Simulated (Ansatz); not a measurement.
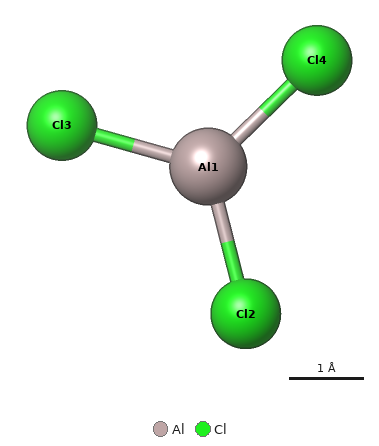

The input geometry of run A (ball-and-stick view, seen at a tilt; atoms are numbered from 1 in the order of the input). Sticks mark near contacts.

## What a change does: geometry relaxation on AlCl₃

System: AlCl₃, multiplicity 3.
Method of run A: UKS B3LYP-D4/def2-TZVP (Ansatz 0.2.0).

The geometry: B3LYP-D4/def2-TZVP start. Text and figures count atoms from 1; the logs count them from 0 in places.

**Input, run A**
```yaml
crystal:
  periodic: [false, false, false]
  atoms:
    - {symbol: Al, position_ang: [-0.000015, 0.000007, 0.000022]}
    - {symbol: Cl, position_ang: [-1.932212, -0.598736, 0.473846]}
    - {symbol: Cl, position_ang: [1.478150, -0.010081, 1.459970]}
    - {symbol: Cl, position_ang: [0.454078, 0.608810, -1.933828]}
basis:
  gaussian: {orbitals: def2-TZVP}
magnetization: {spin_polarized: true, initial_magnetization: 2}
hamiltonian: {xc: {name: B3LYP}, dispersion: d4}
scf: {lower_state_search: "off"}
output: {orbitals: {seedname: orbitals}}
relax: {f_tol: 0.02, max_steps: 100}
```

Command:
```bash
ansatz run in.yaml --threads 2 --pin off --events-out ev --progress --plain --max-ram 4352MiB
```

Hardware: 2 threads of Arm Neoverse V2, 23 GiB of memory available, shared host.

**Output, shortened to warnings, some set-up lines, iterations and results (run A)**
```
[...]
mean field evaluation 1: about -44166.8956 eV, gradient 1.2e1 eV
mean field evaluation 2: about -44167.1453 eV, gradient 1.0e1 eV
mean field evaluation 4: about -44167.5562 eV, gradient 3.7e-1 eV
mean field evaluation 8: about -44167.6547 eV, gradient 6.9e-2 eV
mean field evaluation 16: about -44167.6547 eV, gradient 9.5e-5 eV
[... 23 lines ...]
mean field evaluation 160: about -44169.7139 eV, gradient 1.0e-1 eV
relax step  20: F+E_penalty+E_count = -44170.06061102 eV  Δ(F+E_penalty+E_count) = -6.083e-2 eV  max|allowed force component| = 2.631e-1 eV/Å  Δτ_max = 0.1228 Å  (23 SCF …
relax step  21: F+E_penalty+E_count = -44170.06639202 eV  Δ(F+E_penalty+E_count) = -5.781e-3 eV  max|allowed force component| = 6.416e-2 eV/Å  Δτ_max = 0.0204 Å  (25 SCF …
relax step  22: F+E_penalty+E_count = -44170.06693125 eV  Δ(F+E_penalty+E_count) = -5.392e-4 eV  max|allowed force component| = 2.011e-2 eV/Å  Δτ_max = 0.0079 Å  (24 SCF …
relax step  23: F+E_penalty+E_count = -44170.06700843 eV  Δ(F+E_penalty+E_count) = -7.717e-5 eV  max|allowed force component| = 8.128e-3 eV/Å  Δτ_max = 0.0039 Å  (18 SCF …
Total energy: -44170.06726260 eV, -1623.2200323538 hartree
Atom 0 at     0.015941     0.746039     0.386060 Å, force    -0.008128    -0.002540    -0.002900 eV/Å
Atom 1 at    -1.688598    -0.738092    -0.045804 Å, force     0.005390     0.004880    -0.000351 eV/Å
Atom 2 at     1.577640    -0.163362     1.495063 Å, force     0.002596    -0.001309    -0.000418 eV/Å
Atom 3 at     0.095018     0.155415    -1.835310 Å, force     0.000142    -0.001032     0.003669 eV/Å
Dipole moment:    -0.221045     0.184445    -0.129702 e Å
Checks for a lower state left out: stability, starts, cluster_reference, orbital_swaps, neighbouring_geometries, increment
```

For run B the input was changed thus:
```diff
-magnetization: {spin_polarized: true, initial_magnetization: 2}
+magnetization: {spin_polarized: true, initial_magnetization: 4}
```

Predict how the results change.

With the same method and basis, run B lies 117.0 kcal/mol higher. The HOMO goes from −6.14 to −3.67 eV. The LUMO goes from −6.34 to −6.05 eV. The dipole moment goes from 1.52 to 0.36 D.

**Output, shortened to warnings, some set-up lines, iterations and results (run B)**
```
[...]
mean field evaluation 1: about -44159.2917 eV, gradient 1.3e1 eV
mean field evaluation 2: about -44143.9513 eV, gradient 4.2e1 eV
mean field evaluation 4: about -44157.1582 eV, gradient 2.1e1 eV
mean field evaluation 8: about -44160.9034 eV, gradient 5.3e-1 eV
mean field evaluation 16: about -44161.0785 eV, gradient 4.2e-3 eV
[... 17 lines ...]
relax step  14: F+E_penalty+E_count = -44164.95788523 eV  Δ(F+E_penalty+E_count) = -1.301e-1 eV  max|allowed force component| = 5.328e-1 eV/Å  Δτ_max = 0.1948 Å  (22 SCF …
relax step  15: F+E_penalty+E_count = -44164.97385487 eV  Δ(F+E_penalty+E_count) = -1.597e-2 eV  max|allowed force component| = 3.037e-1 eV/Å  Δτ_max = 0.1447 Å  (21 SCF …
relax step  16: F+E_penalty+E_count = -44164.97585806 eV  Δ(F+E_penalty+E_count) = -2.003e-3 eV  max|allowed force component| = 3.476e-1 eV/Å  Δτ_max = 0.1120 Å  (22 SCF …
mean field evaluation 160: about -44164.7065 eV, gradient 1.1e-6 eV
relax step  17: F+E_penalty+E_count = -44164.99328029 eV  Δ(F+E_penalty+E_count) = -1.742e-2 eV  max|allowed force component| = 1.987e-2 eV/Å  Δτ_max = 0.0425 Å  (23 SCF …
Total energy: -44164.99352059 eV, -1623.0335757738 hartree
Atom 0 at     1.476787     0.453446    -0.345958 Å, force     0.019871     0.005721    -0.003171 eV/Å
Atom 1 at    -1.672886    -0.513714     0.392127 Å, force     0.007240     0.003007    -0.004749 eV/Å
Atom 2 at     0.589728    -0.282763     1.667691 Å, force    -0.012346    -0.003188     0.000546 eV/Å
Atom 3 at    -0.393628     0.343031    -1.713849 Å, force    -0.014765    -0.005539     0.007374 eV/Å
Dipole moment:    -0.069753    -0.021406     0.016294 e Å
Checks for a lower state left out: stability, starts, cluster_reference, orbital_swaps, neighbouring_geometries, increment
```

**The two runs side by side**

| quantity | run A | run B |
| --- | --- | --- |
| outcome | converged | converged |
| total energy (hartree) | −1623.220032 | −1623.033576 |
| HOMO (eV) | −6.14 | −3.67 |
| LUMO (eV) | −6.34 | −6.05 |
| dipole moment (D) | 1.52 | 0.36 |
| ⟨S²⟩ | 2.005 | 6.008 |
| largest force (eV/Å) | 0.009 | 0.021 |
| basis functions | 148 | 148 |
| wall time (shared host) | 94 s | 83 s |
